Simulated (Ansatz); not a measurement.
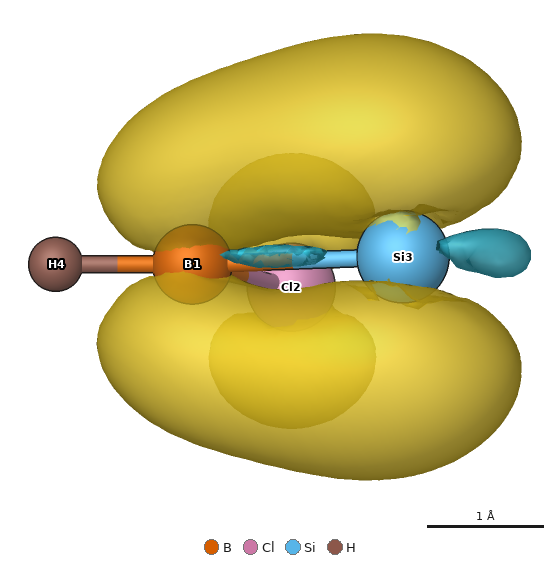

BClHSi (doublet). Isosurfaces of the spin density at +0.015 (yellow) and −0.015 e/Å³ (cyan), seen from one side.

Geometry: r2SCAN-D4/def2-TZVP.

Method: Ansatz 0.2.0, isolated molecule in a Gaussian basis; Kohn-Sham density functional theory, functional PBE0.

| atom | x (Å) | y (Å) | z (Å) |
| --- | --- | --- | --- |
| B | 0.4899 | -0.0106 | -0.1975 |
| Cl | -0.3108 | -0.6372 | -1.7738 |
| Si | -0.7317 | 1.4160 | -0.5454 |
| H | 1.3254 | -0.6891 | 0.2971 |

Q: Describe the spin distribution.

A: The unpaired spin (1 electron) lies mostly on Si3 (about 0.6), B1 (about 0.3) and Cl2 (about 0.1), in electrons by Hirshfeld's partition.
